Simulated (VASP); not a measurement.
Band structure of EuO (rock salt). Level of theory: RPBE GGA, VASP's PBE PAW potentials (set 64) (plane waves; VASP).

The 4f electrons are frozen in the core of the lanthanide potential, so 4f levels, which can set the real gap, and their magnetism are missing.

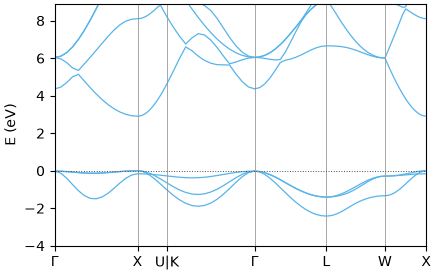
Figure: Bands along high-symmetry lines, zero at the valence-band maximum or, without a gap, the Fermi level

### Question
Read the plot: is there a gap, and where are the band edges?

### Answer
The gap is direct, 2.91 eV, from the valence maximum at X to the conduction minimum at X. (Edges off the drawn lines would not show.)

The compound is EuO in the rock salt structure. It was relaxed first, which changed the volume by -6 %.
